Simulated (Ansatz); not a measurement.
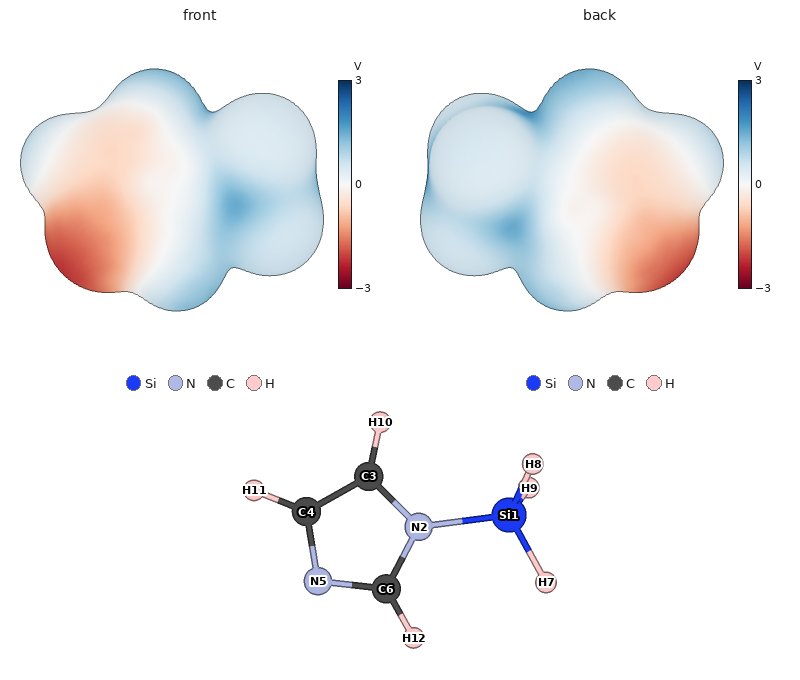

C₃H₆N₂Si. The molecular electrostatic potential painted on the density surface at 0.002 e/bohr³, seen from the front and from behind; the colour scale runs from red (negative) to blue (positive). The bare structure is drawn below in the same view.

Not at a stationary point (largest force 1.3 eV/Å).

All numbers below come from SCF PBE0, Gaussian basis in Ansatz 0.2.0.

```yaml
atoms:
  - { symbol: Si, position_ang: [1.8376, 0.0105, 0.0060] }
  - { symbol: N, position_ang: [0.0922, -0.0669, -0.0172] }
  - { symbol: C, position_ang: [-0.7691, 0.9577, 0.2476] }
  - { symbol: C, position_ang: [-2.0200, 0.3997, 0.1004] }
  - { symbol: N, position_ang: [-1.9258, -0.9260, -0.2441] }
  - { symbol: C, position_ang: [-0.6355, -1.1796, -0.3078] }
  - { symbol: H, position_ang: [2.4210, -1.3146, -0.3378] }
  - { symbol: H, position_ang: [2.3180, 0.4068, 1.3566] }
  - { symbol: H, position_ang: [2.3221, 1.0144, -0.9787] }
  - { symbol: H, position_ang: [-0.4544, 1.9596, 0.5087] }
  - { symbol: H, position_ang: [-2.9821, 0.8808, 0.2238] }
  - { symbol: H, position_ang: [-0.2040, -2.1424, -0.5574] }
```

### Which sites attract a positive test charge, and which a negative one?

A positive charge is drawn to the negative regions and a negative charge to the positive ones. The most negative region (about −2.1 V) lies over N5, the most positive (about +1.7 V) over Si1. N5 is the likeliest acceptor of a hydrogen bond.
